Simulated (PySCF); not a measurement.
```xyz
16

Si    2.7215   -0.4626   -0.7694
N     1.2364    0.4630   -0.7073
C    -0.0304    0.0167   -0.3806
C    -1.1382    0.8768   -0.3617
C    -2.3865    0.3688   -0.0264
C    -2.5054   -0.9857    0.2845
N    -1.4639   -1.8126    0.2709
C    -0.2730   -1.3314   -0.0496
H     2.6527   -1.5593   -1.7812
H     3.7680    0.5266   -1.1536
H     3.0469   -1.0744    0.5540
H     1.2875    1.4482   -0.9359
H    -1.0132    1.9351   -0.6098
H    -3.2630    1.0205   -0.0059
H    -3.4763   -1.4157    0.5529
H     0.5580   -2.0500   -0.0497
```

Geometry: PBE0-D3(BJ)/def2-SVP.

All numbers below come from PBE0/def2-SVPD, SCF density, gas phase (PySCF 2.14.0).

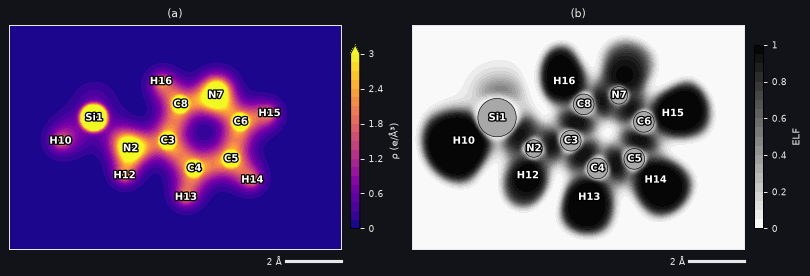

C5H8N2Si (SMILES [SiH3]Nc1cccnc1). (a) total electron density; (b) ELF on the plane of atoms N2, C3 and C4. Grey discs cover the atomic cores in the ELF map.

### Read the bonding off the picture.

The section cuts through Si, N, C and H sites. C–N (1.32 Å): the density is about 2.5 e/Å³ at the midpoint; the ELF peaks at about 0.90 between the atoms (a covalent bond). C–C (1.39 Å): ρ at the midpoint is about 2.1 e/Å³; the ELF peaks at about 0.95 between the atoms; localised, covalent bonding. Si–N (1.75 Å): ρ is about 1 e/Å³ halfway; the ELF peaks at about 0.95 between the atoms, as expected for a polar covalent bond. N–H (1.01 Å): ρ at the midpoint is about 2.8 e/Å³; the ELF climbs to about 1 towards the hydrogen, as it does in any bond to H (an ordinary covalent bond to hydrogen). C–N (1.38 Å): the density is about 2.2 e/Å³ at the midpoint; the ELF peaks at about 0.90 between the atoms: localised, covalent bonding. The ELF also peaks beside N7, away from the bonds: lone-pair regions.
